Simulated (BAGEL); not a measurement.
# PBE0/6-31G(d) (density fitting with cc-pvqz-jkfit, spherical functions) run of C3H7N (SMILES NC1CC1)

What is the energy change on altering one bond length of C3H7N at PBE0/6-31G* (density fitting with cc-pvqz-jkfit, spherical functions)? 

Program for the calculation: BAGEL 1.2.2.

3 further runs of the same task are left out: 1 that didn't finish, 2 set aside as unsound or not needed.

## 1. Starting point

The species is C3H7N (11 atoms), meant as a singlet with charge 0. SMILES: `NC1CC1`. Geometry: relaxed at PBE0-D4/def2-TZVP. This is one conformer, not always the lowest.

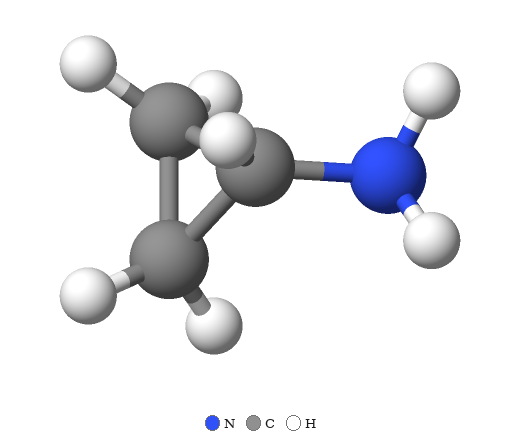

The structure, seen from a chosen angle (nitrogen blue, carbon grey, hydrogen white).

## 2. The energy at PBE0/6-31G(d) (density fitting with cc-pvqz-jkfit, spherical functions)

dft.json

```json
{ "bagel": [

{
  "title": "molecule",
  "basis": "6-31gs.json",
  "df_basis": "cc-pvqz-jkfit",
  "angstrom": true,
  "geometry": [
    { "atom": "N", "xyz": [      -1.141310,       0.922600,      -0.439310 ] },
    { "atom": "C", "xyz": [       0.163770,       0.489760,      -0.037670 ] },
    { "atom": "C", "xyz": [       0.230400,      -0.635790,       0.944540 ] },
    { "atom": "C", "xyz": [       0.595180,      -0.868230,      -0.491310 ] },
    { "atom": "H", "xyz": [      -1.116440,       1.351080,      -1.356220 ] },
    { "atom": "H", "xyz": [      -1.514170,       1.604590,       0.209390 ] },
    { "atom": "H", "xyz": [       0.954840,       1.235920,       0.042510 ] },
    { "atom": "H", "xyz": [       1.020850,      -0.627310,       1.684370 ] },
    { "atom": "H", "xyz": [      -0.717670,      -1.033510,       1.283450 ] },
    { "atom": "H", "xyz": [       1.637360,      -1.020160,      -0.742340 ] },
    { "atom": "H", "xyz": [      -0.112810,      -1.418930,      -1.097410 ] }
  ]
},

{
  "title": "ks",
  "xc_func": "pbe0",
  "charge": 0
},

{
  "title": "print",
  "file": "orbitals.molden",
  "orbitals": true
}

]}
```

The basis set 6-31G* is read from a file made from the Basis Set Exchange's data (not shown).

Command:

```bash
BAGEL_NUM_THREADS=1 BAGEL dft.json > dft.out
```

Output:

```text
* using 1 threads per process

  ===============================================================
  ===============================================================

  *** Geometry ***

  { "atom" : "N", "xyz" : [     -2.156763,      1.743461,     -0.830176 ] },
  { "atom" : "C", "xyz" : [      0.309480,      0.925512,     -0.071186 ] },
  { "atom" : "C", "xyz" : [      0.435393,     -1.201469,      1.784922 ] },
  { "atom" : "C", "xyz" : [      1.124727,     -1.640717,     -0.928441 ] },
  { "atom" : "H", "xyz" : [     -2.109766,      2.553171,     -2.562884 ] },
  { "atom" : "H", "xyz" : [     -2.861367,      3.032236,      0.395690 ] },
  { "atom" : "H", "xyz" : [      1.804386,      2.335550,      0.080332 ] },
  { "atom" : "H", "xyz" : [      1.929127,     -1.185444,      3.182998 ] },
  { "atom" : "H", "xyz" : [     -1.356200,     -1.953051,      2.425369 ] },
  { "atom" : "H", "xyz" : [      3.094162,     -1.927823,     -1.402819 ] },
  { "atom" : "H", "xyz" : [     -0.213180,     -2.681389,     -2.073804 ] },

  Number of auxiliary basis functions:      781

  Since a DF basis is specified, we compute 2- and 3-index integrals:
    o Being stored without compression. Storage requirement is 0.031 GB

  Number of basis functions:       70
  Number of electrons      :       32

    * METHOD: MOLECULE                             0.69

  *** Kohn-Sham DFT ***

    * Removing 22132 points whose weight is below 1.00e-10
    * Grid points: 141834

  === Nuclear Repulsion ===
   125.7566856042

       - DIIS with orbital gradients will be used.

  === KS iteration (pbe0 / 6-31gs.json) ===
      0       -143.06271339          0.17503649           0.37
      1       -133.58279086          0.13653988           0.35
      2       -119.89297598          0.21019805           0.35
      3       -158.73251374          0.18029391           0.36
      4       -162.90971542          0.12323949           0.36
      5       -170.83412248          0.08342932           0.36
      6       -160.78213212          0.15347407           0.36
      7       -168.18042018          0.09548625           0.36
      8       -172.64862822          0.03383030           0.36
      9       -172.99310526          0.00925772           0.36
     10       -173.02266160          0.00478094           0.36
     11       -173.02946662          0.00181474           0.36
     12       -173.03058858          0.00024144           0.36
     13       -173.03060738          0.00003446           0.37
     14       -173.03060770          0.00000556           0.35
     15       -173.03060771          0.00000138           0.34
     16       -173.03060771          0.00000101           0.33
     17       -173.03060771          0.00000011           0.35
     18       -173.03060771          0.00000006           0.36
     19       -173.03060771          0.00000001           0.35
     20       -173.03060771          0.00000000           0.35
    * SCF iteration converged.

    * Permanent dipole moment:
           (   -0.194002,    -0.493389,     0.030606) a.u.

    * METHOD: KS                                   8.33

    * METHOD: PRINT                                0.01

  ===============================================================
```

Wall time 9.3 s (1 thread of Arm Neoverse V1, shared host); peak memory 0.46 GiB.

## 3. The distorted shape at the same level

input.json

```json
{ "bagel": [

{
  "title": "molecule",
  "basis": "6-31gs.json",
  "df_basis": "cc-pvqz-jkfit",
  "angstrom": "true",
  "geometry": [
    { "atom": "N", "xyz": [   -1.259998,    0.810650,   -0.451340 ] },
    { "atom": "C", "xyz": [    0.045082,    0.377810,   -0.049700 ] },
    { "atom": "C", "xyz": [    0.111712,   -0.747740,    0.932510 ] },
    { "atom": "C", "xyz": [    0.476492,   -0.980180,   -0.503340 ] },
    { "atom": "H", "xyz": [   -1.235128,    1.239130,   -1.368250 ] },
    { "atom": "H", "xyz": [   -1.632858,    1.492640,    0.197360 ] },
    { "atom": "H", "xyz": [    0.954840,    1.235920,    0.042510 ] },
    { "atom": "H", "xyz": [    0.902162,   -0.739260,    1.672340 ] },
    { "atom": "H", "xyz": [   -0.836358,   -1.145460,    1.271420 ] },
    { "atom": "H", "xyz": [    1.518672,   -1.132110,   -0.754370 ] },
    { "atom": "H", "xyz": [   -0.231498,   -1.530880,   -1.109440 ] }
  ]
},
{
  "title": "ks",
  "xc_func": "pbe0"
},
{
  "title": "print",
  "file": "orbitals.molden",
  "orbitals": "true"
}

]}
```

The basis set 6-31G* is read from a file made from the Basis Set Exchange's data (not shown).

Command:

```bash
BAGEL_NUM_THREADS=1 BAGEL input.json > input.out
```

Output:

```text
* using 1 threads per process

  ===============================================================
  ===============================================================

  *** Geometry ***

  { "atom" : "N", "xyz" : [     -2.381051,      1.531906,     -0.852909 ] },
  { "atom" : "C", "xyz" : [      0.085193,      0.713957,     -0.093919 ] },
  { "atom" : "C", "xyz" : [      0.211105,     -1.413024,      1.762189 ] },
  { "atom" : "C", "xyz" : [      0.900439,     -1.852272,     -0.951175 ] },
  { "atom" : "H", "xyz" : [     -2.334054,      2.341616,     -2.585618 ] },
  { "atom" : "H", "xyz" : [     -3.085654,      2.820681,      0.372956 ] },
  { "atom" : "H", "xyz" : [      1.804386,      2.335550,      0.080332 ] },
  { "atom" : "H", "xyz" : [      1.704839,     -1.396999,      3.160265 ] },
  { "atom" : "H", "xyz" : [     -1.580488,     -2.164606,      2.402636 ] },
  { "atom" : "H", "xyz" : [      2.869874,     -2.139378,     -1.425553 ] },
  { "atom" : "H", "xyz" : [     -0.437468,     -2.892944,     -2.096538 ] },

  Number of auxiliary basis functions:      781

  Since a DF basis is specified, we compute 2- and 3-index integrals:
    o Being stored without compression. Storage requirement is 0.031 GB

  Number of basis functions:       70
  Number of electrons      :       32

    * METHOD: MOLECULE                             0.69

  *** Kohn-Sham DFT ***

    * Removing 21929 points whose weight is below 1.00e-10
    * Grid points: 142037

  === Nuclear Repulsion ===
   125.0694178873

       - DIIS with orbital gradients will be used.

  === KS iteration (pbe0 / 6-31gs.json) ===
      0       -142.82535700          0.17408054           0.38
      1       -137.72900872          0.13241157           0.36
      2       -119.23514910          0.21566872           0.35
      3       -159.15836256          0.17865714           0.36
      4       -166.94059771          0.11304972           0.35
      5       -170.67673971          0.08694757           0.35
      6       -161.83426946          0.14668265           0.34
      7       -169.08665918          0.08514035           0.35
      8       -172.57671525          0.03572118           0.35
      9       -172.96798665          0.01115363           0.36
     10       -173.01163681          0.00470451           0.35
     11       -173.01843931          0.00164999           0.35
     12       -173.01936210          0.00030968           0.36
     13       -173.01939415          0.00004711           0.36
     14       -173.01939475          0.00000798           0.35
     15       -173.01939476          0.00000235           0.34
     16       -173.01939477          0.00000154           0.35
     17       -173.01939477          0.00000020           0.35
     18       -173.01939477          0.00000011           0.36
     19       -173.01939477          0.00000002           0.36
     20       -173.01939477          0.00000002           0.36
     21       -173.01939477          0.00000000           0.35
    * SCF iteration converged.

    * Permanent dipole moment:
           (   -0.120492,    -0.435079,     0.039835) a.u.

    * METHOD: KS                                   8.67

    * METHOD: PRINT                                0.01

  ===============================================================
```

Wall time 9.6 s (1 thread of Arm Neoverse V1, shared host); peak memory 0.46 GiB.

## 4. Results

Level: PBE0/6-31G* (density fitting with cc-pvqz-jkfit, spherical functions).

| quantity | value |
| --- | --- |
| first shape: total energy | -173.03061 Eh |
| first shape: dipole moment | 1.35 D |
| first shape: HOMO energy | -6.54 eV |
| first shape: LUMO energy | 2.90 eV |
| first shape: HOMO–LUMO gap | 9.44 eV |
| distorted shape: total energy | -173.01939 Eh |
| distorted shape: dipole moment | 1.15 D |
| distorted shape: HOMO energy | -6.56 eV |
| distorted shape: LUMO energy | 2.55 eV |
| distorted shape: HOMO–LUMO gap | 9.11 eV |
| energy change with the C2–H7 bond stretched from 1.090 to 1.254 Å | 0.305 eV |

**Reading.** With the C2–H7 bond stretched from 1.090 to 1.254 Å the energy rises by 0.31 eV (29.4 kJ/mol). The first shape isn't relaxed at this level, so the change isn't measured from a minimum.
